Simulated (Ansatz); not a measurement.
**BHLYP/STO-3G run of CH6B− ([BMeH3]-)**

Aim: the vertical ionisation energy of CH6B− ([BMeH3]-) at BHLYP/STO-3G, from 2 runs. 

Program for the calculation: Ansatz 0.2.0.

1 further run of the same task is left out (it didn't finish).

### Step 1. Starting point

CH6B−: 8 atoms, total charge -1, spin state singlet. SMILES: `[H][B-]([H])([H])C`. The shape is that of a GFN2-xTB optimisation.

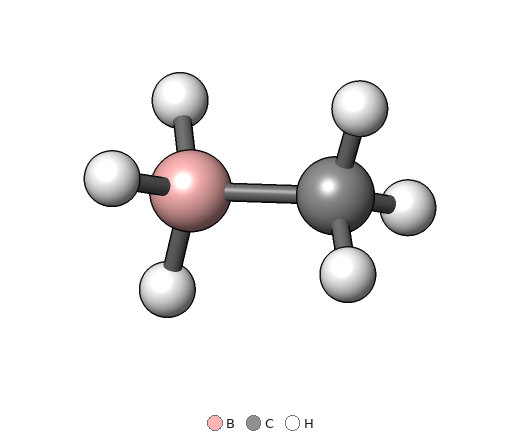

The structure, seen from a chosen angle (boron pink, carbon grey, hydrogen white).

### Step 2. A single-point energy at BHLYP/STO-3G

Input file run.yaml:

```yaml
crystal:
  periodic: [false, false, false]
  atoms:
    - {symbol: B, position_ang: [-0.002120, 0.003030, -0.820260]}
    - {symbol: C, position_ang: [0.002160, -0.002850, 0.828840]}
    - {symbol: H, position_ang: [-1.010180, 0.041900, 1.245300]}
    - {symbol: H, position_ang: [0.550190, 0.849940, 1.244930]}
    - {symbol: H, position_ang: [0.469650, -0.905360, 1.238890]}
    - {symbol: H, position_ang: [1.151450, -0.035240, -1.249110]}
    - {symbol: H, position_ang: [-0.546150, 1.024230, -1.240270]}
    - {symbol: H, position_ang: [-0.615010, -0.975650, -1.248310]}
basis:
  gaussian:
    orbitals: STO-3G
total_charge: -1
accuracy: high
hamiltonian:
  xc: {name: BHLYP}
```

On the command line:

```bash
ansatz run run.yaml --threads 1 --pin off --max-ram 2610MiB --events-out events.jsonl --progress --plain --runs-dir runs
```

Output:

```text
Warning: RAYON_NUM_THREADS=1 ignored (pool sized by the plan → 1); use --threads N
Functional definition: BHLYP
  name "BHLYP"
  parameter a = 0.5
  exchange = (1 - a)*b88_x + a*exact_x
  correlation = lyp_c
278 factors; integrals over basis functions are off by at most 1.5e-8 eV
mean field evaluation 1: about -1785.4775 eV, gradient 1.4e1 eV
mean field evaluation 2: about -1786.1415 eV, gradient 6.8e0 eV
mean field evaluation 4: about -1786.2732 eV, gradient 1.2e-1 eV
mean field evaluation 8: about -1786.2689 eV, gradient 5.7e-4 eV
mean field -1786.26888379 eV, -65.6441707027 hartree, gradient 4.1e-9 eV, S^2 0.000000; 0 other end points of the search recorded, 0 dependent functions left out
reference -1786.26890243 eV, -65.6441713879 hartree; 9, 9 occupied and 7, 7 virtual orbitals, 278 factors
Total energy: -1786.26890243 eV, -65.6441713879 hartree
```

It took 0.88 s on 1 thread of Arm Neoverse V2, shared host; peak memory 0.093 GiB.

### Step 3. Doublet neutral CH6B

Input file molecule.yaml:

```yaml
crystal:
  periodic: [false, false, false]
  atoms:
    - {symbol: B, position_ang: [-0.002120, 0.003030, -0.820260]}
    - {symbol: C, position_ang: [0.002160, -0.002850, 0.828840]}
    - {symbol: H, position_ang: [-1.010180, 0.041900, 1.245300]}
    - {symbol: H, position_ang: [0.550190, 0.849940, 1.244930]}
    - {symbol: H, position_ang: [0.469650, -0.905360, 1.238890]}
    - {symbol: H, position_ang: [1.151450, -0.035240, -1.249110]}
    - {symbol: H, position_ang: [-0.546150, 1.024230, -1.240270]}
    - {symbol: H, position_ang: [-0.615010, -0.975650, -1.248310]}
basis:
  gaussian: {orbitals: STO-3G}
total_charge: 0
magnetization: {spin_polarized: true, initial_magnetization: 1}
hamiltonian: {xc: {name: BHLYP}}
accuracy: high
```

On the command line:

```bash
ansatz run molecule.yaml --threads 1 --pin off --max-ram 2610MiB --events-out events.jsonl --progress --plain --runs-dir runs
```

Output:

```text
Warning: RAYON_NUM_THREADS=1 ignored (pool sized by the plan → 1); use --threads N
[... 5 set-up lines as earlier in the session ...]
278 factors; integrals over basis functions are off by at most 1.5e-8 eV
mean field evaluation 1: about -1783.3544 eV, gradient 9.3e0 eV
mean field evaluation 2: about -1783.9553 eV, gradient 4.9e0 eV
mean field evaluation 4: about -1784.1060 eV, gradient 1.6e-1 eV
mean field evaluation 8: about -1784.0955 eV, gradient 7.9e-3 eV
mean field evaluation 16: about -1784.2136 eV, gradient 2.5e-1 eV
mean field evaluation 32: about -1784.1647 eV, gradient 1.1e-1 eV
mean field -1784.22202542 eV, -65.5689500451 hartree, gradient 3.6e-8 eV, S^2 0.757005; 4 other end points of the search recorded, 0 dependent functions left out
reference -1784.22204491 eV, -65.5689507613 hartree; 9, 8 occupied and 7, 8 virtual orbitals, 278 factors
Total energy: -1784.22204491 eV, -65.5689507613 hartree
```

It took 3.3 s on 1 thread of Arm Neoverse V2, shared host; peak memory 0.13 GiB.

### Step 4. Results

At BHLYP/STO-3G:

```
                                           quantity         value
                        singlet CH6B−: total energy  -65.64417 Eh
                 doublet neutral CH6B: total energy  -65.56895 Eh
                         doublet neutral CH6B: ⟨S²⟩         0.757
vertical detachment energy (to the doublet neutral)      2.047 eV
```

In words: The vertical ionisation energy comes to 2.05 eV (47 kcal/mol). In a minimal basis such a difference can be off by several eV, whatever the method.
